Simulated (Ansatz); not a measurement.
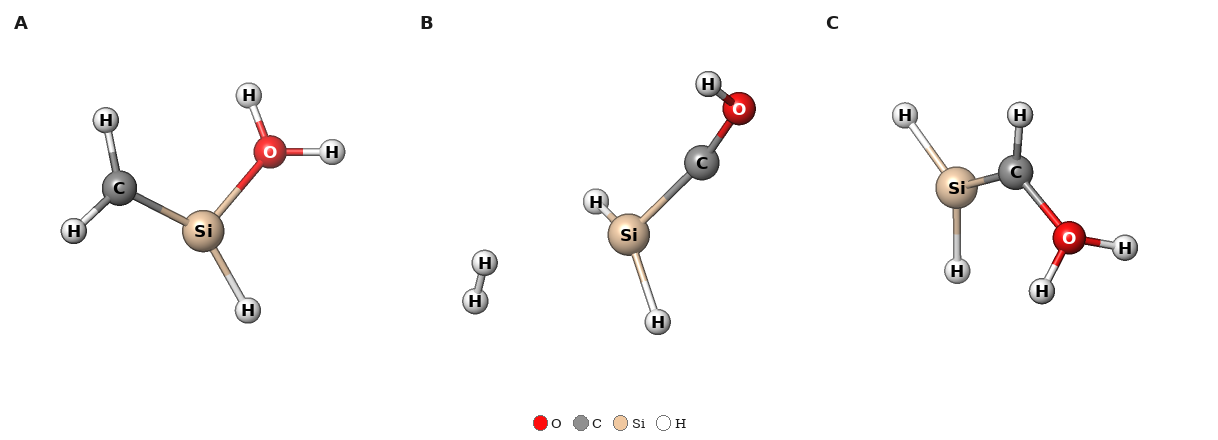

3 stationary structures of one formula. Charge +1, singlet. Geometries: PBE-D4/def2-SVP. Electronic energies: PBE-D4/def2-SVP (Ansatz 0.2.0), without zero-point energy. No frequency run is at hand to confirm each as a minimum. Each is one conformer, not always the lowest.

> Which is lowest in energy, and by how much?

A is lowest (C1); C lies 31.1 kcal/mol above it, B lies 65.6 kcal/mol above it.
